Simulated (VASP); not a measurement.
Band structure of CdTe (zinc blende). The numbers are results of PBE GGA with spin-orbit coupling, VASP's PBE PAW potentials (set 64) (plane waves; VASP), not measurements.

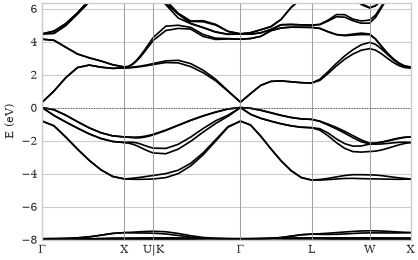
Fig. 1. Bands along high-symmetry lines, zero at the valence-band maximum or, without a gap, the Fermi level

Q: Read the plot: is there a gap, and where are the band edges?

A: The gap is direct, 0.33 eV, from the valence maximum at Γ to the conduction minimum at Γ.

Measured: gap 1.63 eV (computed value off by -1.30 eV), as given by Anna Miglio et al., npj Computational Materials (2020), arXiv:2011.12765 [zero-point renormalisation of 16 meV (experimental, the table's column) added back].

The compound is CdTe in the zinc blende structure. It was relaxed first, which changed the volume by +6 %.
